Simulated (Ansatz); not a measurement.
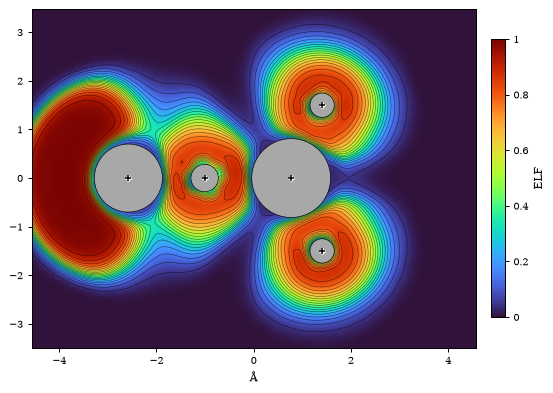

The electron localisation function on a plane through atoms (crosses mark nuclei in the plane; grey discs cover the cores).

These are results of Ansatz, isolated molecule in a Gaussian basis; Kohn-Sham density functional theory, functional PBE0, not measurements.

Candidates:
A. AlF2OSi (SMILES [F][Al]([F])[O+]=[Si]) (charge +1)
B. FSi3 (SMILES F[Si]1=[Si]=[Si+]1) (charge +1, triplet)
C. FH3SbSi (SMILES [F][Sb-][SiH3]) (charge −1)

**Which candidate gave the map?**

Candidate A: AlF2OSi on the molecular plane, which holds Al, F, O and Si. Si–O (1.57 Å): the ELF peaks at about 0.85 between the atoms; a polar covalent bond. Al–F (1.63 Å): the ELF peaks at about 0.85 in the valence shell of F, 0.5 Å from its nucleus, and is about 0.40 at the midpoint.
